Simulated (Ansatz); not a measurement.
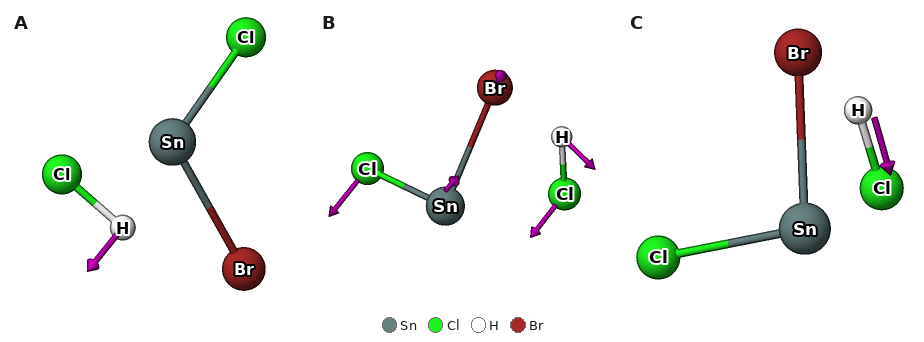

3 normal modes of one molecule or complex, as arrows. Harmonic vibrations computed with RKS PBE0-D4/def2-TZVP, core potentials on Sn (Ansatz 0.2.0) at a stationary point of the same level.

### Match the panels to the wavenumbers 101 cm⁻¹, 308 cm⁻¹, 2699 cm⁻¹.

A: 308 cm⁻¹
B: 101 cm⁻¹, Br–Sn–Cl bending
C: 2699 cm⁻¹, Cl–H stretching
